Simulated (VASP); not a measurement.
Band structure of BN (hex). Level of theory: revTPSS meta-GGA, VASP's PBE PAW potentials (set 64) (plane waves; VASP 6.6.1).

Without a dispersion term in the relaxation, distances and binding between the weakly bound layers, chains or molecules are unreliable, and so is what depends on them.

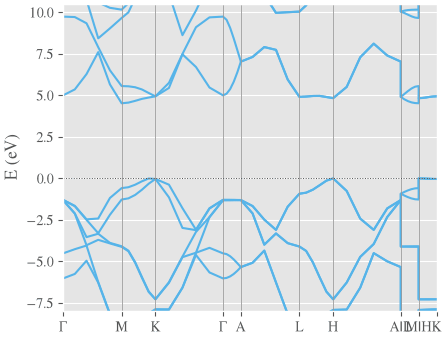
*Bands along high-symmetry lines, zero at the valence-band maximum or, without a gap, the Fermi level*

**Question.** Read the plot: is there a gap, and where are the band edges?

**Answer.** The gap is indirect, 4.52 eV, from the valence maximum at (0.36, 0.27, 0.00) to the conduction minimum at M.

The compound is BN in the hex structure. It was relaxed first, which changed the volume by +8 %.
